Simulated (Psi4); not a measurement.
# A workflow on SiH4O2 (SMILES O[SiH2]O)

Aim: a series of 9 runs (PBE0-D4/def2-TZVP, PBE-D4/def2-TZVPP, r2SCAN-D4/def2-TZVPP, B3LYP-D4/def2-TZVPP, PBE0-D4/def2-TZVPP, wB97M-V/def2-TZVPP, CCSD(T)/def2-TZVPP, MP2/def2-QZVPP) of SiH4O2. 

The results are computed with Psi4 1.11.

## 1. Starting point

SiH4O2 has 7 atoms, charge 0, and is taken as a singlet. SMILES: `O[SiH2]O`. The run starts from this shape.

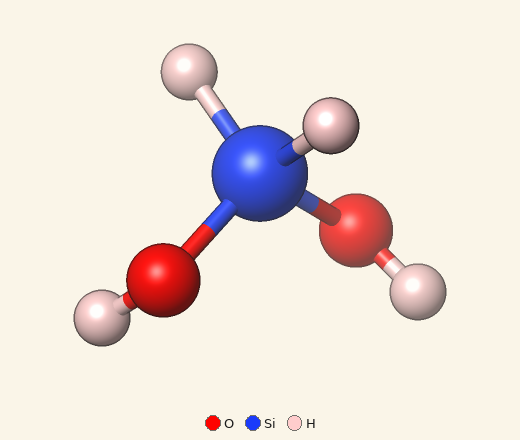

The structure, seen from a chosen angle (oxygen red, silicon blue, hydrogen pink).

## 2. A geometry optimisation at PBE0-D4/def2-TZVP (density fitting) (run 2)

Input file input.inp:

```
memory 3300 mb

molecule m {
  0 1
  O     -1.387790    -0.112750     0.211170
  Si     0.152370     0.416660     0.004190
  O      1.221680    -0.789410    -0.307140
  H     -1.829940    -0.506530    -0.542360
  H      0.266890     1.307290    -1.173750
  H      0.466510     1.105730     1.277090
  H      1.371390    -1.441660     0.378840
  units angstrom
  symmetry c1
}

set basis def2-TZVP
set reference rks
set scf_type df
set geom_maxiter 50
set max_force_g_convergence 0.0002

E, wfn = opt("pbe0-d4", return_wfn=True)
```

Run with:

```console
$ psi4 input.inp input.out -n 2
```

input.out (excerpt; [...] marks lines left out):

```text
[...]
  Running in c1 symmetry.
[...]
  Nuclear repulsion =  120.484865765532106
[...]
  Multiplicity = 1
[...]
  Nalpha       = 17
  Nbeta        = 17
[...]
    Number of basis functions: 123
[...]
   @DF-RKS iter   1:  -441.94044136748289   -3.04710e-01   7.57366e-03 ADIIS/DIIS
[...]
   @DF-RKS iter  10:  -442.23387174553989   -1.25965e-10   9.02595e-09 DIIS
[...]
    Orbital Energies [Eh]
    ---------------------
    Doubly Occupied:
       1A    -66.268274     2A    -19.211334     3A    -19.211252
       4A     -5.344564     5A     -3.679546     6A     -3.678654
       7A     -3.677611     8A     -1.046885     9A     -1.028075
      10A     -0.597371    11A     -0.545419    12A     -0.443358
      13A     -0.414120    14A     -0.411023    15A     -0.351926
      16A     -0.344386    17A     -0.326033
[...]
  @DF-RKS Final Energy:  -442.23387174553989
   => Energetics <=
    Nuclear Repulsion Energy =            120.4848657655321063
    One-Electron Energy =                -851.0735623531382998
    Two-Electron Energy =                 318.2026628916223672
    DFT Exchange-Correlation Energy =     -29.8449925165583743
    Empirical Dispersion Energy =          -0.0028455329977342
    VV10 Nonlocal Energy =                  0.0000000000000000
    Total Energy =                       -442.2338717455398864
[...]
 Multipole Moments:
 ------------------------------------------------------------------------------------
     Multipole            Electronic (a.u.)      Nuclear  (a.u.)        Total (a.u.)
 ------------------------------------------------------------------------------------
 L = 1.  Multiply by 2.5417464519 to convert [e a0] to [Debye]
 Dipole X            :         -0.2681361            0.1489353           -0.1192007
 Dipole Y            :         -0.9950809            0.5766811           -0.4183998
 Dipole Z            :         -0.0588352            0.0305673           -0.0282680
 Magnitude           :                                                    0.4359660
[...]
  -Total Gradient:
     Atom            X                  Y                   Z
    ------   -----------------  -----------------  -----------------
       1        0.000031257021     0.000085513873     0.000017135240
       2       -0.000042435149    -0.000157151225    -0.000015774185
       3        0.000079462235     0.000152745875     0.000038512283
       4       -0.000021102801    -0.000064613678     0.000038039882
       5       -0.000056734051     0.000076297852     0.000011707775
       6        0.000090019906     0.000057974618    -0.000018451926
       7       -0.000067154028    -0.000101300462    -0.000066429609
[...]
    Final optimized geometry and variables:
    Molecular point group: c1
    Full point group: C1
    Geometry (in Angstrom), charge = 0, multiplicity = 1:
    O           -1.417211670896    -0.076738927147     0.234271632127
    SI           0.122948329104     0.452671072853     0.027291632127
    O            1.192258329104    -0.753398927147    -0.284038367873
    H           -1.859361670896    -0.470518927147    -0.519258367873
    H            0.237468329104     1.343301072853    -1.150648367873
    H            0.437088329104     1.141741072853     1.300191632127
    H            1.341968329104    -1.405648927147     0.401941632127
    Psi4 run time: 0:00:05.23
```

The script printed:

```text
Optimizer: Optimization complete!
```

It took 6.3 s on 2 threads of Intel Xeon 6975P-C (Granite Rapids), shared host; peak memory 0.7 GiB.

## 3. Vibrational wavenumbers at PBE0-D4/def2-TZVP (density fitting) (run 3)

Input file input.dat:

```
memory 3300 mb

molecule {
  0 1
  O     -1.387790    -0.112750     0.211170
  Si     0.152370     0.416660     0.004190
  O      1.221680    -0.789410    -0.307140
  H     -1.829940    -0.506530    -0.542360
  H      0.266890     1.307290    -1.173750
  H      0.466510     1.105730     1.277090
  H      1.371390    -1.441660     0.378840
  symmetry c1
}

set {
  reference rks
  scf_type df
  rotational_symmetry_number 2
}

e_tot = frequencies("pbe0-d4/def2-TZVP")
```

Run with:

```console
$ psi4 input.dat output.dat -n 2
```

output.dat (excerpt; [...] marks lines left out):

```text
[...]
  Running in c1 symmetry.
[...]
  Nuclear repulsion =  120.484865765532106
[...]
  Multiplicity = 1
[...]
  Nalpha       = 17
  Nbeta        = 17
[...]
    Number of basis functions: 123
[...]
   @DF-RKS iter   1:  -441.94044136739683   -3.04710e-01   7.57366e-03 DIIS/ADIIS
[...]
   @DF-RKS iter  10:  -442.23386896205494   -3.23439e-11   8.04782e-09 DIIS
[...]
  @DF-RKS Final Energy:  -442.23386896205494
   => Energetics <=
    Nuclear Repulsion Energy =            120.4845997132736244
    One-Electron Energy =                -851.0706996032047300
    Two-Electron Energy =                 318.2002346748361106
    DFT Exchange-Correlation Energy =     -29.8451580409359565
    Empirical Dispersion Energy =          -0.0028457060239510
    VV10 Nonlocal Energy =                  0.0000000000000000
    Total Energy =                       -442.2338689620549417
[...]
  -Total Gradient:
     Atom            X                  Y                   Z
    ------   -----------------  -----------------  -----------------
       1        0.000025024316     0.000085040009     0.000030112266
       2       -0.000165384385    -0.000326940688    -0.000516106856
       3        0.000323207291    -0.000817694261     0.001035105048
       4       -0.000017184766    -0.000064093333     0.000042445935
       5       -0.000066538797     0.000065281898    -0.000017000884
       6        0.000191564418     0.000288240864     0.000487323185
       7       -0.000275240701     0.000818863834    -0.001057252127
[...]
  ==> Harmonic Vibrational Analysis <==
[...]
  Freq [cm^-1]                 247.6525            281.9957            369.7369
[...]
  IR activ [km/mol]            37.8181             119.6455            131.7190
[...]
  Freq [cm^-1]                 619.5847            749.2999            822.0504
[...]
  IR activ [km/mol]            90.4342             24.6517             96.7749
[...]
  Freq [cm^-1]                 871.7868            887.6958            924.6517
[...]
  IR activ [km/mol]            205.5990             0.1880             104.8304
[...]
  Freq [cm^-1]                 967.8792            971.0677           2245.1079
[...]
  IR activ [km/mol]            266.2823            99.6001             82.6634
[...]
  Freq [cm^-1]                2247.1497           3920.5164           3922.4260
[...]
  IR activ [km/mol]            166.0175            106.9664            70.5182
[...]
```

The script printed:

```text
Warning: used thermodynamics relations inappropriate for low-frequency modes: ['247.6525' '281.9957' '369.7369' '619.5847']
```

Run time: 2 min. Hardware: 2 threads of Intel Xeon 6975P-C (Granite Rapids), shared host; peak memory 0.84 GiB.

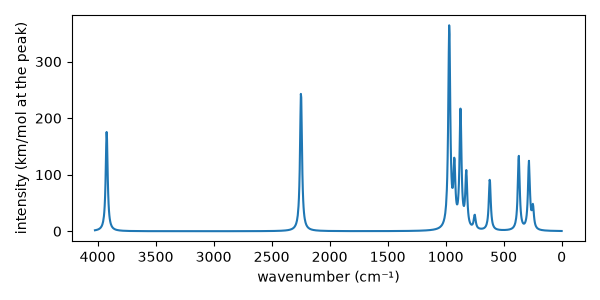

Harmonic infrared spectrum, unscaled, lines broadened by 10 cm⁻¹.

## 4. The energy at PBE-D4/def2-TZVPP (density fitting) (run 4)

Input file input.in:

```
memory 3.3 GB

molecule m {
  0 1
  O
  Si 1 r2
  O 2 r3 1 a3
  H 1 r4 2 a4 3 d4
  H 2 r5 3 a5 1 d5
  H 2 r6 5 a6 3 d6
  H 3 r7 2 a7 6 d7

  r2 = 1.641709
  r3 = 1.641632
  a3 = 113.45783
  r4 = 0.958315
  a4 = 117.78902
  d4 = -65.53743
  r5 = 1.481175
  a5 = 103.92067
  d5 = -121.29143
  r6 = 1.48114
  a6 = 112.78798
  d6 = 120.91911
  r7 = 0.958338
  a7 = 117.77704
  d7 = 52.37616
  units angstrom
  symmetry c1
}

set {
  scf_type df
  dft_radial_points 99
  dft_spherical_points 590
}

result, w = energy('pbe-d4/def2-TZVPP', return_wfn=True)
print_variables()
```

Run with:

```console
$ psi4 input.in input.out -n 2
```

input.out (excerpt; [...] marks lines left out):

```text
[...]
  Running in c1 symmetry.
[...]
  Nuclear repulsion =  120.484858804457588
[...]
  Multiplicity = 1
[...]
  Nalpha       = 17
  Nbeta        = 17
[...]
    Number of basis functions: 160
[...]
   @DF-RKS iter   1:  -441.78626910555602   -6.99624e-02   6.91196e-03 ADIIS/DIIS
[...]
   @DF-RKS iter   8:  -442.20666475505675   -1.34111e-07   3.84040e-07 DIIS
[...]
    Orbital Energies [Eh]
    ---------------------
    Doubly Occupied:
       1A    -65.422598     2A    -18.755258     3A    -18.755147
       4A     -5.065705     5A     -3.476982     6A     -3.475874
       7A     -3.474625     8A     -0.931652     9A     -0.913845
      10A     -0.526129    11A     -0.477627    12A     -0.380975
      13A     -0.349768    14A     -0.343787    15A     -0.289730
      16A     -0.282475    17A     -0.270475
[...]
  @DF-RKS Final Energy:  -442.20666475505675
   => Energetics <=
    Nuclear Repulsion Energy =            120.4848588044575877
    One-Electron Energy =                -850.9975430233440647
    Two-Electron Energy =                 327.6858842740629143
    DFT Exchange-Correlation Energy =     -39.3764218997927031
    Empirical Dispersion Energy =          -0.0034429104404344
    VV10 Nonlocal Energy =                  0.0000000000000000
    Total Energy =                       -442.2066647550567495
[...]
 Multipole Moments:
 ------------------------------------------------------------------------------------
     Multipole            Electronic (a.u.)      Nuclear  (a.u.)        Total (a.u.)
 ------------------------------------------------------------------------------------
 L = 1.  Multiply by 2.5417464519 to convert [e a0] to [Debye]
 Dipole X            :         -0.0014631            0.0052879            0.0038248
 Dipole Y            :         -0.8697694            0.5020674           -0.3677020
 Dipole Z            :         -0.5685471            0.3218342           -0.2467128
 Magnitude           :                                                    0.4428167
[...]
```

Wall time 9.6 s (2 threads of Intel Xeon 6975P-C (Granite Rapids), shared host); peak memory 1.7 GiB.

Runs 5 to 9 aren't shown in full; the table further down has their settings and results.

## 5. The energy at MP2/def2-QZVPP (density fitting, density fitting for correlation) (run 10)

Changes to input.dat since step 3:

```diff
@@ -3,3 +3,2 @@
 molecule {
-  0 1
   O     -1.387790    -0.112750     0.211170
@@ -14,8 +13,8 @@
 
-set {
-  reference rks
-  scf_type df
-  rotational_symmetry_number 2
+set globals {
+  basis           def2-QZVPP
+  scf_type        df
+  num_frozen_docc 7
 }
 
-e_tot = frequencies("pbe0-d4/def2-TZVP")
+result, w = energy('mp2', return_wfn=True)
```

Run with:

```console
$ psi4 -n 2 input.dat output.dat
```

output.dat (excerpt; [...] marks lines left out):

```text
[...]
  Running in c1 symmetry.
[...]
  Nuclear repulsion =  120.484865765532106
[...]
  Multiplicity = 1
[...]
  Nalpha       = 17
  Nbeta        = 17
[...]
    Number of basis functions: 304
[...]
   @DF-RHF iter   1:  -441.03558293077316   -8.12013e-01   2.10253e-03 DIIS/ADIIS
[...]
   @DF-RHF iter  10:  -441.19028132347114   -3.88241e-11   8.47804e-09 DIIS
[...]
    Orbital Energies [Eh]
    ---------------------
    Doubly Occupied:
       1A    -68.804596     2A    -20.560977     3A    -20.560892
       4A     -6.145157     5A     -4.252807     6A     -4.252539
       7A     -4.252348     8A     -1.357951     9A     -1.336950
      10A     -0.773534    11A     -0.714905    12A     -0.604634
      13A     -0.581112    14A     -0.580491    15A     -0.509824
      16A     -0.508815    17A     -0.461516
[...]
  @DF-RHF Final Energy:  -441.19028132347114
   => Energetics <=
    Nuclear Repulsion Energy =            120.4848657655321063
    One-Electron Energy =                -850.8321968868874592
    Two-Electron Energy =                 289.1570497978842695
    Total Energy =                       -441.1902813234711402
[...]
 Multipole Moments:
 ------------------------------------------------------------------------------------
     Multipole            Electronic (a.u.)      Nuclear  (a.u.)        Total (a.u.)
 ------------------------------------------------------------------------------------
 L = 1.  Multiply by 2.5417464519 to convert [e a0] to [Debye]
 Dipole X            :         -0.2541025            0.1489353           -0.1051672
 Dipole Y            :         -0.9431443            0.5766811           -0.3664633
 Dipole Z            :         -0.0557456            0.0305673           -0.0251783
 Magnitude           :                                                    0.3820856
[...]
```

It took 4.2 s on 2 threads of Intel Xeon 6975P-C (Granite Rapids), shared host; peak memory 0.79 GiB.

## 6. The series

```tsv
run	level	task	geom maxiter	energy (Eh)	dipole moment (D)	HOMO energy (eV)	LUMO energy (eV)	wall time
2	PBE0-D4/def2-TZVP (density fitting)	optimise	50	-442.233872	1.11	-8.87	0.53	6.3 s
3	PBE0-D4/def2-TZVP (density fitting)	frequencies	–	-442.233872	1.11	–	–	2 min
4	PBE-D4/def2-TZVPP (density fitting)	energy	–	-442.206665	1.13	-7.36	-0.37	9.6 s
5	r2SCAN-D4/def2-TZVPP (density fitting)	energy	–	-442.421268	1.13	-7.73	0.24	20 s
6	B3LYP-D4/def2-TZVPP (density fitting)	energy	–	-442.553275	1.07	-8.67	0.16	9.3 s
7	PBE0-D4/def2-TZVPP (density fitting)	properties	–	-442.237418	1.07	-8.87	0.50	9 s
8	wB97M-V/def2-TZVPP (density fitting)	energy	–	-442.450992	1.10	-11.27	1.96	18 s
9	CCSD(T)/def2-TZVPP (density fitting, density fitting for correlation)	energy	–	-441.823636	–	-12.53	3.25	54 s
10	MP2/def2-QZVPP (density fitting, density fitting for correlation)	energy	–	-441.849984	–	-12.56	2.55	4.2 s
```

## 7. Summary of results

```
                                                           quantity          value
                               run 10, MP2/def2-QZVPP: total energy  -441.84998 Eh
        run 10, MP2/def2-QZVPP: HOMO energy (Hartree–Fock orbitals)      -12.56 eV
        run 10, MP2/def2-QZVPP: LUMO energy (Hartree–Fock orbitals)        2.55 eV
      run 10, MP2/def2-QZVPP: HOMO–LUMO gap (Hartree–Fock orbitals)       15.10 eV
run 10, MP2/def2-QZVPP: correlation energy (7 core orbitals frozen)     -659.7 mEh
```

In words: Over runs 2, 3, 4, 5, 6, 7, 8 the dipole moment (its size) runs from 1.07 D (B3LYP-D4/def2-TZVPP) to 1.13 D (r2SCAN-D4/def2-TZVPP). Over runs 2, 4, 5, 6, 7, 8 the HOMO–LUMO gap runs from 6.99 eV (PBE-D4/def2-TZVPP) to 13.23 eV (wB97M-V/def2-TZVPP). Totals of different functionals can't be ranked against each other. All runs together took 4.2 min, the longest 2 min.
